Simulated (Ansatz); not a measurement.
# WC (database structure): how the settings move a relaxation

Question: which choices in the input matter for WC (database structure)?

Method: reference: DFT PBE+U, plane waves, PAW, scalar-relativistic, no spin polarisation, in Ansatz 0.2.0.

### Step 1. The system as given

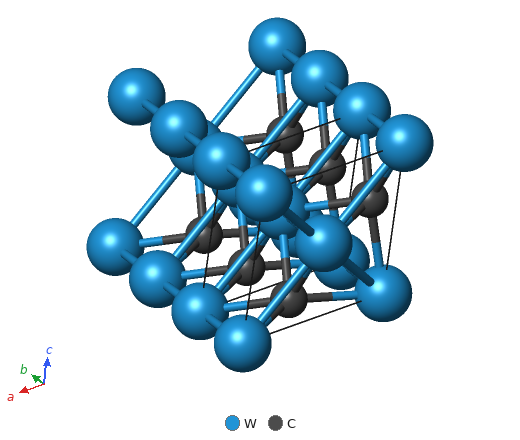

The starting structure, seen slightly off an axis (tungsten blue, carbon dark grey). 1×3×1 cells are drawn. Atoms on the faces are drawn again on the opposite ones.

Coordinates:

```
CELL_PARAMETERS angstrom
2.92090 0.00000 2.85358
-1.46045 2.52957 0.00000
2.92090 0.00000 -2.85358
ATOMIC_POSITIONS crystal
W 0.00000 0.00000 0.00000
W 0.50000 0.00000 0.50000
C 0.08334 0.33334 0.58334
C 0.58334 0.33334 0.08334
```

### Step 2. Baseline

The input, input.yaml:

```yaml
crystal:
  lattice:
    - [2.9209057, 0.0, 2.85358236]
    - [-1.46045285, 2.52957367, 0.0]
    - [2.9209057, 0.0, -2.85358236]
  atoms:
    - { symbol: W, position: [0.0, 0.0, 0.0] }
    - { symbol: W, position: [0.5, 0.0, 0.5] }
    - { symbol: C, position: [0.083335, 0.33333, 0.583335] }
    - { symbol: C, position: [0.583335, 0.33333, 0.083335] }
  symmetry: { tolerance: 0.0003 }
kpoints:
  mp_grid: { grid: [7, 7, 7], shift: [0, 0, 0] }
magnetization:
  spin_polarized: false
scf:
  occupations: { method: cold, width: 0.1057 }
hamiltonian:
  pseudopotentials: { kind: paw }
  xc: pbe
  hubbard:
    projectors: all-electron-ortho-atomic
    sites: [{ species: W, l: d, u: 4.66, j: 0.92 }]
basis:
  ecutwfc: 420
output:
  forces: true
  stress: true
  eigenvalues: true
relax:
  max_steps: 40
  cell: {}
```

Launch:

```bash
> ansatz run input.yaml --threads 1 --pin off --max-ram 2560MiB --backend cpu --events-out ev --progress --plain --runs-dir out
```

Output, shortened:

```text
Warning: the atoms were moved onto the symmetric positions of the space group found under crystal.symmetry.tolerance 3.0e-4 (fractional; no operation is sought that the atoms, as they stand in a round, miss by more than twice it, and no atom is moved by as much as it), and the run uses [...]
Warning: RAYON_NUM_THREADS=1 ignored (pool sized by the plan → 1); use --threads N
W: projections on atomic orbitals take those of the free atom [Kr 4d10 4f14] 5s2 5p6 5d4 6s2, of charge +0.00 (hamiltonian.pseudopotentials.projection_atoms); the dataset's partial waves leave at most 6.5e-5 of an orbital's norm unspanned inside its sphere
C: projections on atomic orbitals take those of the free atom [He] 2s2 2p2, of charge +0.00 (hamiltonian.pseudopotentials.projection_atoms); the dataset's partial waves leave at most 3.7e-9 of an orbital's norm unspanned inside its sphere
[...]
Pseudopotentials: kind: paw
Pseudopotential: W, paw, valence charge 14, recommended cutoff 420 eV (normal), W.paw.azcp
Pseudopotential: C, paw, valence charge 4, recommended cutoff 420 eV (normal), C.paw.azcp
Functional definition: PBE
[...]
Crystal: 4 atoms, lattice volume = 42.168 Å³
Basis set: ecut = 420 eV, 825 PW (Γ), exchange–correlation on 60×40×60 points (8 copies of the dense FFT grid, shifted against one another)
Bands: 22, of which v1, the nominal top of the filled ones, is band 18 counted from 1 (17 counted from 0)
Symmetry: 8 space group operations
Space group: P-6m2 (ITA 187), of the structure as read, at distance tolerance 1.0e-3 Å
k-points: 64 of 343 (time reversal used)
[...]
E sigma→0 (E₀):  -21262.867908 eV
Entropy (-TS):   -0.000161 eV (-0.040 meV/atom)
Fermi energy:    20.277502 eV
[...]
--- DFT+U+J on-site energies (Liechtenstein; fll double counting; per corrected site; eV) ---
  site 0 (l=d): U=4.6600  J=0.9200  Tr N=4.6702  E_int=41.685960  E_dc=37.070052  E_U=4.615909
  site 1 (l=d): U=4.6600  J=0.9200  Tr N=4.6702  E_int=41.685960  E_dc=37.070052  E_U=4.615909
--- Forces (eV/Å), atoms counted from 1 ---
  atom   1  W     -0.00115882    -0.00066905    -0.00000000
  atom   2  W     -0.00115882    -0.00066905    -0.00000000
  atom   3  C      0.00115912     0.00066922    -0.00000000
  atom   4  C      0.00115912     0.00066922    -0.00000000
[...]
--- Stress (GPa, compression-positive) ---
        0.010156       0.000530       0.000000
        0.000530       0.009545       0.000000
        0.000000      -0.000000      -0.000403
  P = ⅓ Tr σ = 0.0064 GPa (0.064 kbar)
--- Band table (eV; the first three rows and the last of 64) ---
[... band rows left out ...]
[...]
Occupation matrices written to <dir>
--- Relaxed structure (4 steps of the walk, 3 accepted, 1 SCFs on fresh bases) ---
  F+E_penalty+E_count = -21262.86796204 eV   max|allowed force component| = 1.159e-3 eV/Å   (the final SCF, on the basis selected at the relaxed cell)
  cell:  # Å, volume = 42.1820 Å³
    - [2.924506724541675, -0.0017485000772545336, 2.84552016515236]
    - [-1.4637676077582906, 2.5353198671085635, 8.332239753342997e-35]
    - [2.924506724541675, -0.0017485000772545336, -2.84552016515236]
  atoms:
    - { symbol: W, position: [-0.0001174988458582035, -0.0001174988458581896, -0.0001174988458582035] }
    - { symbol: W, position: [0.49988250115414173, -0.00011749884585818954, 0.49988250115414173] }
    - { symbol: C, position: [0.08345249884585812, 0.33345249884585826, 0.583452498845858] }
    - { symbol: C, position: [0.5834524988458581, 0.33345249884585826, 0.08345249884585818] }
```

Wall time 51 s (1 thread of Intel Xeon Platinum 8259CL at 2.50GHz (Skylake/Cascade Lake), shared host); peak memory 0.54 GiB.

### Step 3. Changed: lower_state_search light, accuracy medium

input.yaml, as its differences from that of step 2:

```diff
@@ -17,2 +17,3 @@
   occupations: { method: cold, width: 0.1057 }
+  lower_state_search: light
 hamiltonian:
@@ -32 +33,2 @@
   cell: {}
+accuracy: medium
```

Launch:

```bash
> ansatz run input.yaml --threads 1 --pin off --max-ram 2560MiB --backend cpu --events-out ev --progress --plain --runs-dir out
```

Output, shortened:

```text
Warning: the atoms were moved onto the symmetric positions of the space group found under crystal.symmetry.tolerance 3.0e-4 (fractional; no operation is sought that the atoms, as they stand in a round, miss by more than twice it, and no atom is moved by as much as it), and the run uses [...]
Warning: RAYON_NUM_THREADS=1 ignored (pool sized by the plan → 1); use --threads N
W: projections on atomic orbitals take those of the free atom [Kr 4d10 4f14] 5s2 5p6 5d4 6s2, of charge +0.00 (hamiltonian.pseudopotentials.projection_atoms); the dataset's partial waves leave at most 6.5e-5 of an orbital's norm unspanned inside its sphere
C: projections on atomic orbitals take those of the free atom [He] 2s2 2p2, of charge +0.00 (hamiltonian.pseudopotentials.projection_atoms); the dataset's partial waves leave at most 3.7e-9 of an orbital's norm unspanned inside its sphere
[...]
[... 2 set-up lines as earlier in the session ...]
[...]
  atom   4  C      0.00115912     0.00066922    -0.00000000
[...]
--- Stress (GPa, compression-positive) ---
        0.010156       0.000530       0.000000
        0.000530       0.009545       0.000000
        0.000000      -0.000000      -0.000403
  P = ⅓ Tr σ = 0.0064 GPa (0.064 kbar)
--- Band table (eV; the first three rows and the last of 64) ---
[... band rows left out ...]
[...]
Occupation matrices written to <dir>
--- Relaxed structure (4 steps of the walk, 3 accepted, 1 SCFs on fresh bases) ---
  F+E_penalty+E_count = -21262.86796204 eV   max|allowed force component| = 1.159e-3 eV/Å   (the final SCF, on the basis selected at the relaxed cell)
  cell:  # Å, volume = 42.1820 Å³
    - [2.924506724541675, -0.0017485000772545336, 2.84552016515236]
    - [-1.4637676077582906, 2.5353198671085635, 8.332239753342997e-35]
    - [2.924506724541675, -0.0017485000772545336, -2.84552016515236]
  atoms:
    - { symbol: W, position: [-0.0001174988458582035, -0.0001174988458581896, -0.0001174988458582035] }
    - { symbol: W, position: [0.49988250115414173, -0.00011749884585818954, 0.49988250115414173] }
    - { symbol: C, position: [0.08345249884585812, 0.33345249884585826, 0.583452498845858] }
    - { symbol: C, position: [0.5834524988458581, 0.33345249884585826, 0.08345249884585818] }
```

Wall time 50 s (1 thread of Intel Xeon Platinum 8259CL at 2.50GHz (Skylake/Cascade Lake), shared host); peak memory 0.54 GiB.

The changed input (search for lower states) leaves the energy the same to the digits printed.

### Step 4. Variant: n_extra_bands 2, xc pbesol

input.yaml, as its differences from that of step 2:

```diff
@@ -17,5 +17,6 @@
   occupations: { method: cold, width: 0.1057 }
+  n_extra_bands: 2
 hamiltonian:
   pseudopotentials: { kind: paw }
-  xc: pbe
+  xc: pbesol
   hubbard:
```

Launch:

```bash
> ansatz run input.yaml --threads 1 --pin off --max-ram 2560MiB --backend cpu --events-out ev --progress --plain --runs-dir out
```

Output, shortened:

```text
Warning: the atoms were moved onto the symmetric positions of the space group found under crystal.symmetry.tolerance 3.0e-4 (fractional; no operation is sought that the atoms, as they stand in a round, miss by more than twice it, and no atom is moved by as much as it), and the run uses [...]
Warning: RAYON_NUM_THREADS=1 ignored (pool sized by the plan → 1); use --threads N
W: projections on atomic orbitals take those of the free atom [Kr 4d10 4f14] 5s2 5p6 5d4 6s2, of charge +0.00 (hamiltonian.pseudopotentials.projection_atoms); the dataset's partial waves leave at most 6.5e-5 of an orbital's norm unspanned inside its sphere
C: projections on atomic orbitals take those of the free atom [He] 2s2 2p2, of charge +0.00 (hamiltonian.pseudopotentials.projection_atoms); the dataset's partial waves leave at most 3.7e-9 of an orbital's norm unspanned inside its sphere
scf.n_extra_bands = 2 over 18 filled bands (N_el = 36.0): the run solves 20 bands
[...]
[... 1 set-up line as earlier in the session ...]
[...]
  P = ⅓ Tr σ = -0.0030 GPa (-0.030 kbar)
--- Band table (eV; the first three rows and the last of 64) ---
  k-point 0: bands = ["-53.3348", "-53.2321", "-17.9560", "-17.9346", "-17.3541", "-17.3382", "-17.2416", "-17.2405", "6.1479", "9.4777", "14.1259", "16.0613", "16.3859", "16.4605", "17.2536", "17.2675", "20.7784", "20.9315", "24.0966", "24.1027"]
[...]
Occupation matrices written to <dir>
--- Relaxed structure (6 steps of the walk, 6 accepted, 2 SCFs on fresh bases) ---
  F+E_penalty+E_count = -20998.19766381 eV   max|allowed force component| = 1.604e-4 eV/Å   (the final SCF, on the basis selected at the relaxed cell)
  cell:  # Å, volume = 41.2224 Å³
    - [2.9013604941778572, -0.0009365525418614871, 2.8262311287565325]
    - [-1.4514913253841746, 2.514056722308552, 1.0352492237471275e-34]
    - [2.9013604941778572, -0.0009365525418614871, -2.8262311287565325]
  atoms:
    - { symbol: W, position: [-7.787931625615002e-5, -7.787931625613615e-5, -7.787931625615002e-5] }
    - { symbol: W, position: [0.49992212068374403, -7.787931625613618e-5, 0.49992212068374403] }
    - { symbol: C, position: [0.08341287931625618, 0.3334128793162563, 0.5834128793162562] }
    - { symbol: C, position: [0.5834128793162562, 0.3334128793162563, 0.08341287931625618] }
```

Run time: 90 s. Hardware: 1 thread of Intel Xeon Platinum 8259CL at 2.50GHz (Skylake/Cascade Lake), shared host; peak memory 0.54 GiB.

A change of functional puts the total energy on another scale; the final volume goes from 42.18 to 41.22 Å³. Cost: 41 SCF cycles against 32, 90 s against 51 s.

### Step 5. Changed: occupations.method tetrahedron_uncorrected, width left out

input.yaml, as its differences from that of step 2:

```diff
@@ -16,3 +16,3 @@
 scf:
-  occupations: { method: cold, width: 0.1057 }
+  occupations: { method: tetrahedron_uncorrected }
 hamiltonian:
```

Launch:

```bash
> ansatz run input.yaml --threads 1 --pin off --max-ram 2560MiB --backend cpu --events-out ev --progress --plain --runs-dir out
```

Output, shortened:

```text
Warning: relax: with tetrahedron occupations the Hellmann–Feynman forces and the energy need not agree along the walk (scf.occupations.method in the input reference, under Limitations); prefer a smearing scheme for the relaxation and re-run the relaxed geometry with tetrahedron [...]
Warning: the atoms were moved onto the symmetric positions of the space group found under crystal.symmetry.tolerance 3.0e-4 (fractional; no operation is sought that the atoms, as they stand in a round, miss by more than twice it, and no atom is moved by as much as it), and the run uses [...]
Warning: RAYON_NUM_THREADS=1 ignored (pool sized by the plan → 1); use --threads N
W: projections on atomic orbitals take those of the free atom [Kr 4d10 4f14] 5s2 5p6 5d4 6s2, of charge +0.00 (hamiltonian.pseudopotentials.projection_atoms); the dataset's partial waves leave at most 6.5e-5 of an orbital's norm unspanned inside its sphere
C: projections on atomic orbitals take those of the free atom [He] 2s2 2p2, of charge +0.00 (hamiltonian.pseudopotentials.projection_atoms); the dataset's partial waves leave at most 3.7e-9 of an orbital's norm unspanned inside its sphere
[...]
[... 1 set-up line as earlier in the session ...]
[...]
  atom   2  W      0.00332418     0.00191921    -0.00000000
  atom   3  C     -0.00332354    -0.00191885    -0.00000000
  atom   4  C     -0.00332354    -0.00191885    -0.00000000
[...]
--- Stress (GPa, compression-positive) ---
       -0.023190       0.002457       0.000000
        0.002457      -0.026027       0.000000
        0.000000       0.000000      -0.028859
  P = ⅓ Tr σ = -0.0260 GPa (-0.260 kbar)
--- Band table (eV; the first three rows and the last of 64) ---
[... band rows left out ...]
[...]
Occupation matrices written to <dir>
--- Relaxed structure (3 steps of the walk, 2 accepted, 1 SCFs on fresh bases) ---
  F+E_penalty+E_count = -21262.84727414 eV   max|allowed force component| = 3.324e-3 eV/Å   (the final SCF, on the basis selected at the relaxed cell)
  cell:  # Å, volume = 42.1993 Å³
    - [2.926662472010498, 0.0014232342398322144, 2.8460529744504277]
    - [-1.46209867900005, 2.532429197705081, 1.4789274624958965e-35]
    - [2.926662472010498, 0.0014232342398322144, -2.8460529744504277]
  atoms:
    - { symbol: W, position: [9.043685416802589e-5, 9.043685416803975e-5, 9.043685416802589e-5] }
    - { symbol: W, position: [0.500090436854168, 9.043685416803985e-5, 0.500090436854168] }
    - { symbol: C, position: [0.08324456314583195, 0.333244563145832, 0.583244563145832] }
    - { symbol: C, position: [0.583244563145832, 0.333244563145832, 0.08324456314583195] }
```

Wall time 57 s (1 thread of Intel Xeon Platinum 8259CL at 2.50GHz (Skylake/Cascade Lake), shared host); peak memory 0.54 GiB.

Changing the smearing moves the energy by +5.2 meV/atom (σ→0 values). Cost: 23 SCF cycles against 32.

### Step 6. Variant: mp_grid.grid [6, 6, 6]

input.yaml, as its differences from that of step 2:

```diff
@@ -12,3 +12,3 @@
 kpoints:
-  mp_grid: { grid: [7, 7, 7], shift: [0, 0, 0] }
+  mp_grid: { grid: [6, 6, 6], shift: [0, 0, 0] }
 magnetization:
```

Launch:

```bash
> ansatz run input.yaml --threads 1 --pin off --max-ram 2560MiB --backend cpu --events-out ev --progress --plain --runs-dir out
```

Output, shortened:

```text
Warning: the atoms were moved onto the symmetric positions of the space group found under crystal.symmetry.tolerance 3.0e-4 (fractional; no operation is sought that the atoms, as they stand in a round, miss by more than twice it, and no atom is moved by as much as it), and the run uses [...]
Warning: RAYON_NUM_THREADS=1 ignored (pool sized by the plan → 1); use --threads N
[...]
W: projections on atomic orbitals take those of the free atom [Kr 4d10 4f14] 5s2 5p6 5d4 6s2, of charge +0.00 (hamiltonian.pseudopotentials.projection_atoms); the dataset's partial waves leave at most 6.5e-5 of an orbital's norm unspanned inside its sphere
C: projections on atomic orbitals take those of the free atom [He] 2s2 2p2, of charge +0.00 (hamiltonian.pseudopotentials.projection_atoms); the dataset's partial waves leave at most 3.7e-9 of an orbital's norm unspanned inside its sphere
[...]
[... 2 set-up lines as earlier in the session ...]
[...]
  atom   4  C     -0.00305797    -0.00176552     0.00000000
[...]
--- Stress (GPa, compression-positive) ---
        0.018208      -0.002499       0.000000
       -0.002499       0.021093       0.000000
       -0.000000       0.000000       0.003472
  P = ⅓ Tr σ = 0.0143 GPa (0.143 kbar)
--- Band table (eV; the first three rows and the last of 46) ---
[... band rows left out ...]
[...]
Occupation matrices written to <dir>
--- Relaxed structure (4 steps of the walk, 3 accepted, 1 SCFs on fresh bases) ---
  F+E_penalty+E_count = -21262.87633872 eV   max|allowed force component| = 3.059e-3 eV/Å   (the final SCF, on the basis selected at the relaxed cell)
  cell:  # Å, volume = 42.1644 Å³
    - [2.926174249640677, -0.0011632370266840542, 2.841750140438188]
    - [-1.4640945176381022, 2.5358860916298926, -2.2367824927812305e-34]
    - [2.926174249640677, -0.0011632370266840542, -2.841750140438188]
  atoms:
    - { symbol: W, position: [4.920404522811661e-5, 4.920404522813047e-5, 4.920404522811661e-5] }
    - { symbol: W, position: [0.5000492040452281, 4.920404522813055e-5, 0.5000492040452281] }
    - { symbol: C, position: [0.0832857959547719, 0.3332857959547719, 0.5832857959547718] }
    - { symbol: C, position: [0.5832857959547719, 0.3332857959547719, 0.08328579595477195] }
```

It took 53 s on 1 thread of Intel Xeon Platinum 8259CL at 2.50GHz (Skylake/Cascade Lake), shared host; peak memory 0.5 GiB.

Changing the k-point mesh moves the energy by -2.1 meV/atom. Sampling errors of the energy have no fixed sign.

### Step 7. All runs together

```csv
run,ending,energy change,pressure (GPa),gap (eV),force (eV/Å),cycles,time
reference,converged,0,0.0,0.00,0.00,32,51 s
"1: lower_state_search light, accuracy medium",converged,0.0 meV/atom,0.0,0.00,0.00,32,50 s
"2: n_extra_bands 2, xc pbesol",converged,not comparable,0.0,0.00,0.00,41,90 s
"3: occupations.method tetrahedron_uncorrected, width left out",converged,+5.2 meV/atom (σ→0),0.0,0.00,0.00,23,57 s
"4: mp_grid.grid [6, 6, 6]",converged,-2.1 meV/atom,0.0,0.00,0.00,29,53 s
```

**Reading.** The reference leaves spin out although W can carry a moment, so its state need not be the lowest.

The reference is no final answer either: its mesh is coarse for a cell with so small a gap or none.
